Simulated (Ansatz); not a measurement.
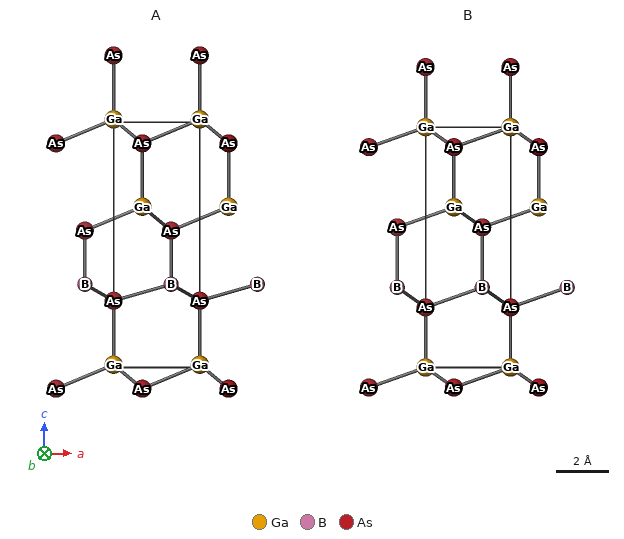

Two geometries of a crystal of Ga₂BAs₃ (a generated structure, set up in P3m1) (coarse preliminary run), drawn at one scale. One is the start of a relaxation, the other its converged end. A ball-and-stick model of the cell of the calculation, seen along the b axis.

The calculation used DFT PBE, scalar-relativistic, plane waves, PAW (Ansatz 0.2.0). (plane-wave cutoff 420 eV; k-point mesh 6 × 6 × 2; occupations gaussian; smearing width 0.1 eV; no spin polarisation; cell and atoms relaxed; force threshold 0.04 eV/Å; at most 70 steps)

### Which geometry has the lower energy?

Structure A is the relaxed one. The atom that moves furthest relative to the cell is an As atom (0.24 Å along −c). Largest moves by element: As 0.24 Å, Ga 0.11 Å, B 0.06 Å. Cell: a = b 3.800 → 3.858 Å (+1.5 %), c 9.309 → 9.502 Å (+2.1 %). Volume +5.2 %. Some distances before and after: As–B 2.327 → 2.080 Å, As–Ga 2.327 → 2.478 Å, As–Ga 2.327 → 2.453 Å, As–Ga 2.327 → 2.413 Å. Bond angles that change, for instance: As–B–As 109.5° → 105.9°, Ga–As–B 109.5° → 105.9°, Ga–As–Ga 109.5° → 106.1°. The space group stays P3m1 (No. 156). Over 3 accepted moves (4 points after the start) the energy falls by 127 meV per atom. The largest force component goes from 2.8 to 0.039 eV/Å. Pressure: 5.85 GPa at the start and −0.16 GPa at the end. At 1 point the geometry stayed and the basis and grid were re-selected for the new cell (energy shift of 0.3 meV per atom at most each time).
